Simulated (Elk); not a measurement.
Band structure of Ba₂N (R-3m, 3 atoms in the cell).

```
CELL_PARAMETERS angstrom
      2.04890     1.18294     7.77398
     -2.04890     1.18294     7.77398
      0.00000    -2.36587     7.77398
ATOMIC_POSITIONS crystal
  Ba 0.73193 0.73193 0.73193
  Ba 0.26807 0.26807 0.26807
  N  0.00000 0.00000 0.00000
```

Level of theory: Elk 10.2.4 with LDA (PW92), all-electron FP-LAPW, Elk's shipped species files, APW+lo basis with extra local orbitals.

Settings: xctype = 3; rgkmax = 7.5; stype = 0; swidth = 0.00499791 Ha; ngridk = 6 6 6; gmaxvr = 16 1/bohr; nxlo = 2; lorbcnd = true; lmaxi = 2.

The starting cell comes from a database of computed structures (which also holds hypothetical and non-ambient phases and stackings), without a prior relaxation at this level. Its lattice was rescaled by a random factor within 2.5 % of one. Values depend on the basis (sphere radii, cutoffs, local orbitals), which need not be converged. The run gives no clean gap (levels at the Fermi energy touch, overlap or are partly filled at this smearing), which alone does not show that the compound is a metal.

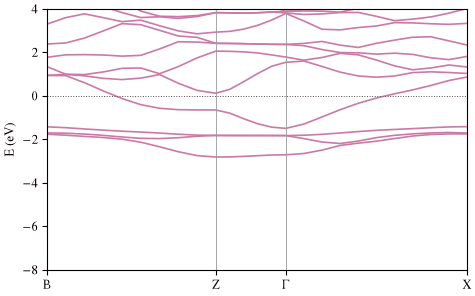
Fig. 1. Bands along the path, energies from the Fermi level.

Levels in eV from the Fermi level, bands 20 to 27:
| point | 20 | 21 | 22 | 23 | 24 | 25 | 26 | 27 |
|---|---|---|---|---|---|---|---|---|
| B | -1.77 | -1.72 | -1.43 | 0.93 | 0.93 | 1.33 | 1.76 | 2.37 |
| Z | -2.82 | -1.83 | -1.83 | -0.66 | 0.11 | 2.05 | 2.40 | 2.40 |
| Γ | -2.72 | -1.84 | -1.84 | -1.51 | 1.53 | 1.77 | 2.35 | 2.35 |
| X | -1.76 | -1.72 | -1.43 | 0.85 | 1.02 | 1.32 | 1.80 | 2.33 |

Bands cross the Fermi level along this path, so the cell is metallic at this level.
